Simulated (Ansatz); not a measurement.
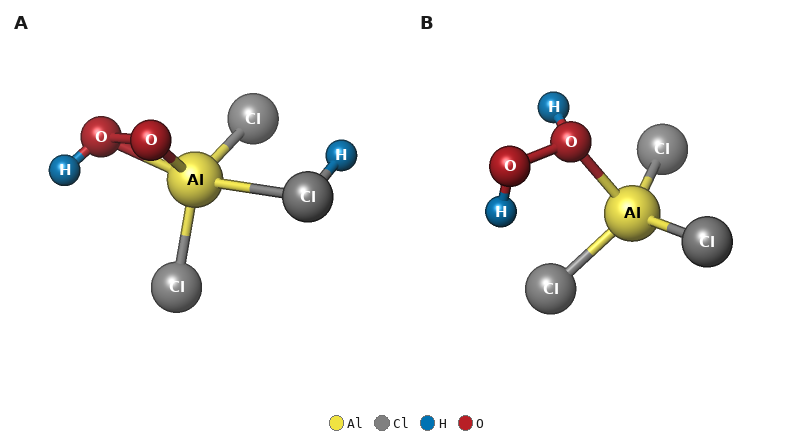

2 stationary structures of one formula. Geometries: PBE0-D4/def2-TZVP. Electronic energies: CCSD(T)/CBS (MP2 limit from def2-TZVPP and def2-QZVPP plus CCSD(T) − MP2) (Ansatz 0.2.0), without zero-point energy. Each is one conformer, not always the lowest.

**Rank them by energy, lowest first.**

B is lowest (C1, a minimum); A lies 88.1 kJ/mol above it (C1, a minimum).

Give E(B) − E(A) in kJ/mol at these levels too: CAM-B3LYP-D4/def2-TZVPP; ωB97M-V/def2-SVP; B3LYP-D4/def2-TZVPP; PBE-D4/STO-3G; ωB97X-V/def2-TZVPP; RHF/STO-3G; PBE0-D4/def2-SVP; RHF-MP2 (frozen core)/def2-QZVPP.

```json
{"level": "CAM-B3LYP-D4/def2-TZVPP", "E(B) − E(A) (kJ/mol)": "−93.3"}
{"level": "ωB97M-V/def2-SVP", "E(B) − E(A) (kJ/mol)": "−104.7"}
{"level": "B3LYP-D4/def2-TZVPP", "E(B) − E(A) (kJ/mol)": "−90.1"}
{"level": "PBE-D4/STO-3G", "E(B) − E(A) (kJ/mol)": "−158.6"}
{"level": "ωB97X-V/def2-TZVPP", "E(B) − E(A) (kJ/mol)": "−92.0"}
{"level": "RHF/STO-3G", "E(B) − E(A) (kJ/mol)": "−228.0"}
{"level": "PBE0-D4/def2-SVP", "E(B) − E(A) (kJ/mol)": "−109.7"}
{"level": "RHF-MP2 (frozen core)/def2-QZVPP", "E(B) − E(A) (kJ/mol)": "−89.1"}
```
